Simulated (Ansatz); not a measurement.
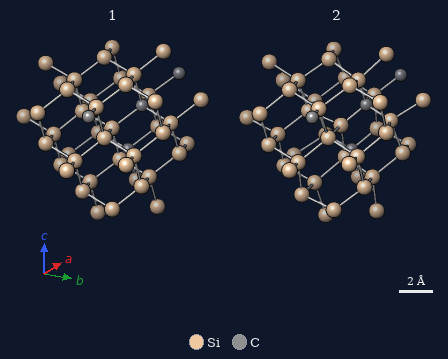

Two geometries of solid Si$_{58}$C$_{6}$ (a generated structure, set up in P1), drawn at one scale. One is the start of a relaxation, the other its converged end. The picture is a ball-and-stick view of the atoms within 5.8 Å of the atom that moves most (axes of the cell of the calculation (origin shifted)), seen from a free direction.

These are results of DFT, PBEsol, PAW, plane waves (Ansatz), not measurements. (plane-wave cutoff 420 eV; k-point mesh 1 × 1 × 1; mesh shifted by (0.5, 0.5, 0.5); no spin polarisation; cell relaxed at fixed shape; force threshold 0.03 eV/Å; at most 80 steps)

### Which geometry has the lower energy?

Structure 2 is the relaxed one. The largest move relative to the cell is that of a Si atom, 0.41 Å along [2 3 2]. Largest moves by element: Si 0.41 Å, C 0.13 Å. The volume changes by −1.7 %, with a = b = c 10.527 → 10.468 Å (−0.6 %). Among the contacts that change: C–Si 2.334 → 1.945 Å, C–Si 2.300 → 1.986 Å, C–Si 2.284 → 1.976 Å, C–Si 2.271 → 1.967 Å. Among the angles between lasting bonds that change: Si–Si–Si 108.1° → 123.5°, Si–Si–Si 109.7° → 124.1°, Si–Si–Si 110.6° → 97.5°. The space group stays P1 (No. 1). The energy falls by 13.177 eV per cell of the calculation in 7 geometry steps. The largest force component goes from 4 to 0.0053 eV/Å. The pressure goes from 2.60 to 0.00 GPa. The run took 7 s on 1 × NVIDIA GB300 Max-Q with 8 threads of Arm Neoverse-V2, peak memory 2 GiB.
